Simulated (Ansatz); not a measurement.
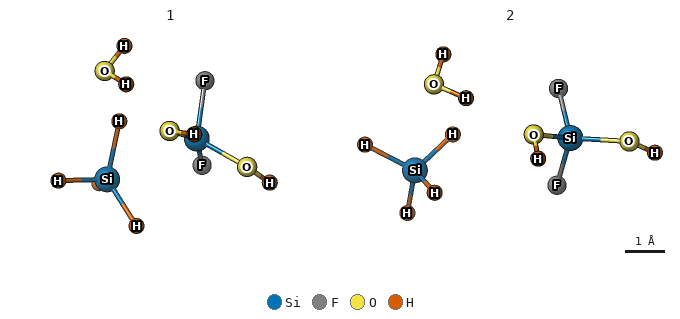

Two geometries of Si₂H₈O₃F₂ (started from a transition state, displaced along its imaginary mode), drawn at one scale. One is the start of a relaxation, the other its converged end. Style: ball-and-stick. Shown at a tilt.

Level of theory: Ansatz, RKS PBE0-D4/def2-TZVP. Settings: force threshold 0.005 eV/Å; at most 200 steps.

Q: Which geometry has the lower energy?

A: Structure 2 is the relaxed one. An H atom moves most after the best rigid fit: 1.55 Å. Largest moves by element: H 1.55 Å, O 1.29 Å, F 1.03 Å, Si 0.94 Å. Among the contacts that change: Si–Si 2.669 → 4.336 Å, H–Si 2.089 → 3.585 Å, H–Si 1.614 → 1.484 Å, F–Si 1.658 → 1.578 Å. Bond angles that change, for instance: F–Si–O 153.8° → 112.5°, H–Si–H 92.8° → 111.0°, O–Si–O 92.2° → 109.7°. Groups turn about O–Si by about 65°. After 45 accepted moves (49 points after the start) the energy has fallen by 196.0 kJ/mol. Largest force component: 1.7 eV/Å at the start, 0.0014 eV/Å at the end. The line search rejected the trial steps at points 12, 21, 25, 28 of the run.
